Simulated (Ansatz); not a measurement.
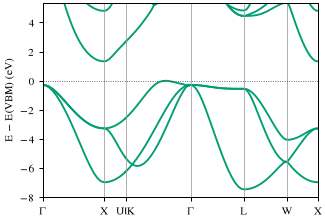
*Band structure from r²SCAN in the plane-wave PAW code Ansatz*

Problem. Read off the gap and where the band edges lie.

Solution. About 1.3 eV (1.33 eV by a search for the band edges); maximum on the K–Γ line, 61 % of the way from K, minimum at X.

Problem. Which of these materials gives this?
A. BeS, rock salt
B. Co3S4, Fd-3m (Co on 16d, Co on 8a, S on 32e)
C. SiC, zinc blende
D. GaAs, zinc blende

Solution. A, BeS, rock salt

Space group Fm-3m (rock salt). The start of the workflow was typed in or built on a structure type; neither database checked (COD, Materials Project) lists it. COD files the formula under space group No. 216, so this cell is another polymorph or a model. Its standing as an ambient phase is unchecked. Symmetry was held in the r²SCAN relaxation; its stability against distortions is not shown here.

Potentials: the earlier of the program's two PAW sets.
